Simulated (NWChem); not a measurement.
# One shape, several levels: AlH2Br (SMILES [H][Al]([H])[Br])

Aim: a comparison of 5 runs (PBE0/def2-SVP, B3LYP/pcseg-1, CAM-B3LYP/pcseg-1, B3LYP/6-31G*, TPSSh/def2-SVP) of AlH2Br. 

The calculation is run with NWChem 7.3.0.

**1. Starting point**

AlH2Br: 4 atoms, total charge 0, spin state singlet. SMILES: `[H][Al]([H])[Br]`. Geometry: a GFN2-xTB relaxation, a rough one for these elements and not checked as a minimum.

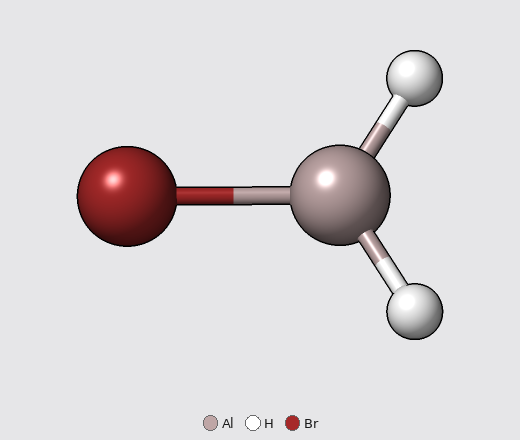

The structure, seen from a chosen angle (aluminium light grey, hydrogen white, bromine red).

**2. Energy and gradient at PBE0/def2-SVP (run 1)**

nw.xyz

```xyz
4
AlH2Br
Al     0.085960     0.143320     0.001240
H      1.619870     0.141230     0.011920
H     -0.640600     1.494120    -0.021230
Br    -1.065230    -1.778670     0.008060
```

run.py

```python
from ase.io import read
from ase.calculators.nwchem import NWChem

system = read('nw.xyz')

calc = NWChem(
    label='nw',
    theory='dft',
    memory='2200 mb',
    basis='def2-SVP',
    basispar='spherical bse',
    dft={'xc': 'pbe0', 'mult': '1', 'grid': 'xfine', 'convergence': 'energy 1e-08', 'iterations': '100', 'mulliken': None, 'print': 'low'},
)
system.calc = calc

forces = system.get_forces()
print("Total energy (eV):", round(system.get_potential_energy(), 6))
print("forces (eV/A):")
for s, f in zip(system.symbols, forces):
    print(f"{s:2s} {f[0]:10.5f} {f[1]:10.5f} {f[2]:10.5f}")
```

Run with:

```
$ export ASE_NWCHEM_COMMAND="nwchem PREFIX.nwi > PREFIX.nwo"
$ python run.py
```

Log:

```text
Total energy (eV): -76655.163401
forces (eV/A):
Al   -0.09251   -0.15272   -0.00797
H     0.74413   -0.21304    0.01172
H    -0.53865    0.55536   -0.00710
Br   -0.11297   -0.18959    0.00334
```

The calculator wrote nw.nwi:

```
title "nw"

permanent_dir nw

scratch_dir nw

start nw

geometry units angstrom nocenter noautosym noautoz
  Al 8.5959999999999995e-02 1.4332000000000000e-01 1.2400000000000000e-03
  H  1.6198699999999999e+00 1.4122999999999999e-01 1.1920000000000000e-02
  H  -6.4059999999999995e-01 1.4941199999999999e+00 -2.1229999999999999e-02
  Br -1.0652299999999999e+00 -1.7786700000000000e+00 8.0599999999999995e-03
end

memory 2200 mb

basis spherical bse noprint
   * library def2-SVP
end

dft
  xc pbe0
  mult 1
  grid xfine
  convergence energy 1e-08
  iterations 100
  mulliken
  print low
end

task dft gradient
```

nw.nwo:

```text
Northwest Computational Chemistry Package (NWChem) 7.3.0
             --------------------------------------------------------

           Job information
           ---------------

    nwchem branch   = 7.3.0
    use scalapack   = T
    input           = nw.nwi
    prefix          = nw.
    data base       = nw/nw.db
    status          = startup
    nproc           =        1

           Memory information
           ------------------

[... 5 lines left out ...]
    hardfail = no
[... 37 lines left out ...]
            Nuclear Dipole moment (a.u.)
[... 74 lines left out ...]
         Total DFT energy =    -2817.025319188591
[... 1 line left out ...]
           Coulomb energy =     1340.901834767609
[... 1 line left out ...]
 Nuclear repulsion energy =      127.863688095812
[... 27 lines left out ...]
                         DFT ENERGY GRADIENTS

    atom               coordinates                        gradient
                 x          y          z           x          y          z
   1 Al      0.162441   0.270836   0.002343    0.001799   0.002970   0.000155
   2 H       3.061110   0.266886   0.022526   -0.014471   0.004143  -0.000228
   3 H      -1.210558   2.823477  -0.040119    0.010475  -0.010800   0.000138
   4 Br     -2.012993  -3.361199   0.015231    0.002197   0.003687  -0.000065

 Task  times  cpu:       20.8s     wall:       20.8s
 Total times  cpu:       20.9s     wall:       20.9s
```

Run time: 23 s. Hardware: 1 thread of Intel Xeon Platinum 8375C at 2.90GHz (Ice Lake), shared host; peak memory 0.12 GiB.

**3. Energy and gradient at B3LYP/pcseg-1 (run 2)**

struct.nw

```
start struct
memory stack 880 mb heap 220 mb global 1100 mb
geometry units angstroms noautosym nocenter noautoz
  Al    0.085960    0.143320    0.001240
  H     1.619870    0.141230    0.011920
  H    -0.640600    1.494120   -0.021230
  Br   -1.065230   -1.778670    0.008060
end
basis "ao basis" spherical bse
  * library pcseg-1
end
dft
  xc b3lyp
  mult 1
  grid xfine
  convergence energy 1e-08
  iterations 100
  mulliken
end
task dft gradient
```

Run with:

```
$ nwchem struct.nw > struct.out
```

Log:

```text
[...]
          Wavefunction type:  closed shell.
          No. of atoms     :     4
          No. of electrons :    50
[...]
          Charge           :     0
          Spin multiplicity:     1
[...]
          AO basis - number of functions:    55
[...]
              XC Information
              --------------
                         B3LYP Method XC Potential
                     Hartree-Fock (Exact) Exchange  0.200
                        Slater Exchange Functional  0.800 local
                    Becke 1988 Exchange Functional  0.720 non-local
              Lee-Yang-Parr Correlation Functional  0.810
                  VWN I RPA Correlation Functional  0.190 local
[...]
 d= 0,ls=0.0,diis     1  -2817.5603886659 -2.95D+03  1.31D-02  1.94D-01     4.8
[...]
 d= 0,ls=0.0,diis     8  -2817.5839513014 -3.05D-11  3.50D-08  1.78D-12    20.7
         Total DFT energy =    -2817.583951301354
      One electron energy =    -4175.589185260094
           Coulomb energy =     1340.949584088139
    Exchange-Corr. energy =     -110.808038225211
 Nuclear repulsion energy =      127.863688095813
[...]
  wavefunction    = closed shell
                         DFT ENERGY GRADIENTS
    atom               coordinates                        gradient
                 x          y          z           x          y          z
   1 Al      0.162441   0.270836   0.002343   -0.001309  -0.002221   0.000174
   2 H       3.061110   0.266886   0.022526   -0.013273   0.003914  -0.000215
   3 H      -1.210558   2.823477  -0.040119    0.009707  -0.009852   0.000122
   4 Br     -2.012993  -3.361199   0.015231    0.004875   0.008159  -0.000080
[...]
```

Wall time 26 s (1 thread of Intel Xeon Platinum 8375C at 2.90GHz (Ice Lake), shared host); peak memory 0.13 GiB.

Run 3 isn't shown in full; the table further down has it.

**4. Energy and forces at B3LYP/6-31G(d) (Cartesian functions) (run 4)**

albrh2.nw

```
echo
start albrh2
title "AlBrH2"
memory stack 880 mb heap 220 mb global 1100 mb

geometry noautosym nocenter noautoz
 Al       0.085960       0.143320       0.001240
 H        1.619870       0.141230       0.011920
 H       -0.640600       1.494120      -0.021230
 Br      -1.065230      -1.778670       0.008060
end

basis
 Al library 6-31G*
 H library 6-31G*
 Br library 6-31G*
end

dft
 xc b3lyp
 grid xfine
 convergence energy 1e-08
 iterations 100
 mulliken
end

task dft gradient
```

Run with:

```
$ nwchem albrh2.nw > albrh2.out
```

Log:

```text
[...]
          Wavefunction type:  closed shell.
          No. of atoms     :     4
          No. of electrons :    50
[...]
          Charge           :     0
          Spin multiplicity:     1
[...]
          AO basis - number of functions:    58
[...]
              XC Information
              --------------
                         B3LYP Method XC Potential
                     Hartree-Fock (Exact) Exchange  0.200
                        Slater Exchange Functional  0.800 local
                    Becke 1988 Exchange Functional  0.720 non-local
              Lee-Yang-Parr Correlation Functional  0.810
                  VWN I RPA Correlation Functional  0.190 local
[...]
 d= 0,ls=0.0,diis     1  -2817.5395883534 -2.95D+03  1.48D-02  1.36D+00     3.4
[...]
 d= 0,ls=0.0,diis     8  -2817.5670638123 -1.13D-10  1.11D-06  3.37D-09    15.2
         Total DFT energy =    -2817.567063812337
      One electron energy =    -4174.838065108047
           Coulomb energy =     1340.155797208708
    Exchange-Corr. energy =     -110.748484008811
 Nuclear repulsion energy =      127.863688095813
[...]
  wavefunction    = closed shell
                         DFT ENERGY GRADIENTS
    atom               coordinates                        gradient
                 x          y          z           x          y          z
   1 Al      0.162441   0.270836   0.002343   -0.000502  -0.000872   0.000165
   2 H       3.061110   0.266886   0.022526   -0.014122   0.004169  -0.000224
   3 H      -1.210558   2.823477  -0.040119    0.010333  -0.010480   0.000135
   4 Br     -2.012993  -3.361199   0.015231    0.004291   0.007183  -0.000076
[...]
```

Run time: 22 s. Hardware: 1 thread of Intel Xeon Platinum 8375C at 2.90GHz (Ice Lake), shared host; peak memory 0.12 GiB.

**5. Energy and gradient at TPSSh/def2-SVP (run 5)**

a.nw

```
start a
title "AlH2Br"
memory stack 880 mb heap 220 mb global 1100 mb
geometry units angstrom noautosym nocenter noautoz
  Al    0.085960    0.143320    0.001240
  H     1.619870    0.141230    0.011920
  H    -0.640600    1.494120   -0.021230
  Br   -1.065230   -1.778670    0.008060
end
basis spherical bse
  * library def2-SVP
end
dft
  xc xctpssh
  grid xfine
  convergence energy 1e-08
  iterations 100
  mulliken
end
task dft gradient
```

Run with:

```
$ nwchem a.nw > a.out
```

Log:

```text
[...]
          Wavefunction type:  closed shell.
          No. of atoms     :     4
          No. of electrons :    50
[...]
          Charge           :     0
          Spin multiplicity:     1
[...]
          AO basis - number of functions:    60
[...]
              XC Information
              --------------
                  TPSS hybrid Method XC Functional
                     Hartree-Fock (Exact) Exchange  0.100
                  TPSS metaGGA Exchange Functional  0.900
             TPSS03 metaGGA Correlation Functional  1.000
[...]
 d= 0,ls=0.0,diis     1  -2817.3543709010 -2.95D+03  1.15D-02  2.34D-01     2.4
[...]
 d= 0,ls=0.0,diis     8  -2817.3798357072 -7.47D-10  1.95D-07  7.90D-11    14.7
         Total DFT energy =    -2817.379835707230
      One electron energy =    -4174.989066923383
           Coulomb energy =     1340.441905513168
    Exchange-Corr. energy =     -110.696362392828
 Nuclear repulsion energy =      127.863688095813
[...]
  wavefunction    = closed shell
                         DFT ENERGY GRADIENTS
    atom               coordinates                        gradient
                 x          y          z           x          y          z
   1 Al      0.162441   0.270836   0.002343    0.000510   0.000818   0.000166
   2 H       3.061110   0.266886   0.022526   -0.013451   0.003993  -0.000219
   3 H      -1.210558   2.823477  -0.040119    0.009860  -0.009972   0.000123
   4 Br     -2.012993  -3.361199   0.015231    0.003080   0.005162  -0.000070
[...]
```

Run time: 20 s. Hardware: 1 thread of Intel Xeon Platinum 8375C at 2.90GHz (Ice Lake), shared host; peak memory 0.12 GiB.

**6. All runs side by side**

```
run                               level  Cartesian functions   energy (Eh)  largest force (eV/Å)  wall time
  1                       PBE0/def2-SVP                   no  -2817.025319                 0.774       23 s
  2                       B3LYP/pcseg-1                   no  -2817.583951                 0.712       26 s
  3                   CAM-B3LYP/pcseg-1                   no  -2817.659073                 0.664       30 s
  4  B3LYP/6-31G* (Cartesian functions)                  yes  -2817.567064                 0.757       22 s
  5                      TPSSh/def2-SVP                   no  -2817.379836                 0.722       20 s
```

**7. What came out**

```
                       quantity           value
            run 5: total energy  -2817.37984 Eh
           run 5: dipole moment          0.85 D
             run 5: HOMO energy        -7.66 eV
             run 5: LUMO energy        -1.96 eV
           run 5: HOMO–LUMO gap         5.70 eV
run 5: largest force on an atom      0.722 eV/Å
```

**Reading.** Over runs 2, 3, 4, 5 the dipole moment (its size) runs from 0.85 D (TPSSh/def2-SVP) to 1.14 D (B3LYP/6-31G*). The two ends differ in method and basis. Over runs 2, 3, 4, 5 the HOMO–LUMO gap runs from 5.70 eV (TPSSh/def2-SVP) to 8.78 eV (CAM-B3LYP/pcseg-1). Totals of different functionals can't be ranked against each other. All runs together took 2 min, the longest 30 s.
